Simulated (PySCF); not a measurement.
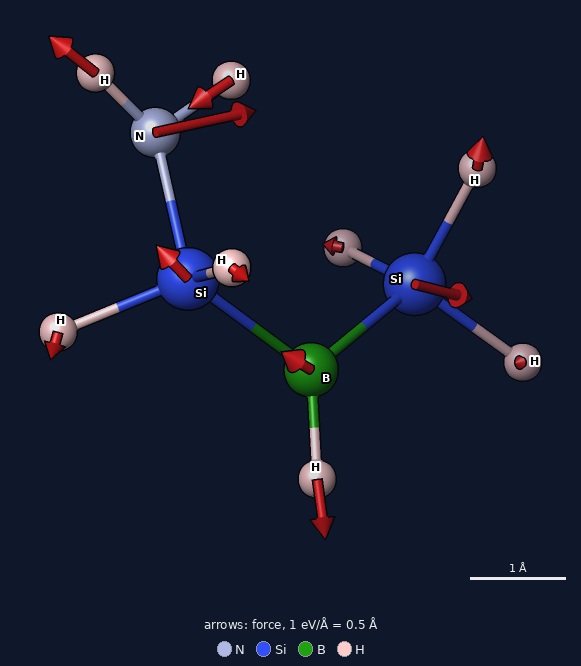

Starting geometry of BSi2NH8 with the computed forces as red arrows. Style: ball-and-stick. Shown from a free direction.

The start comes from GFN2-xTB. Its atoms were then displaced at random by about 0.01 Å.

Computed with PySCF 2.14.0, density-fitted response routines, PBE0-D3(BJ)/def2-SVP geometry optimisation, gas phase. 

**What follows when this structure is relaxed?**

It isn't relaxed: the largest force vector, on the N atom, is 2.70 eV/Å. The final displacements have little in common with the starting forces (cosine between the two patterns 0.13). The energy falls by 30.1 kJ/mol in 9 geometry steps. An H atom moves most after the best rigid fit: 0.46 Å. By element the largest moves are H 0.46 Å, N 0.23 Å, Si 0.08 Å, B 0.05 Å. Near-neighbour distances that change, for instance: B–Si 1.936 → 2.012 Å, B–H 1.160 → 1.210 Å, H–Si 1.461 → 1.499 Å, B–Si 1.974 → 2.008 Å. Bond angles that change, for instance: B–Si–H 113.2° → 105.1°, B–Si–H 118.1° → 110.8°, N–Si–H 100.7° → 107.3°. The run took 39 s on 1 thread of Arm Neoverse V1, with other jobs on the host.
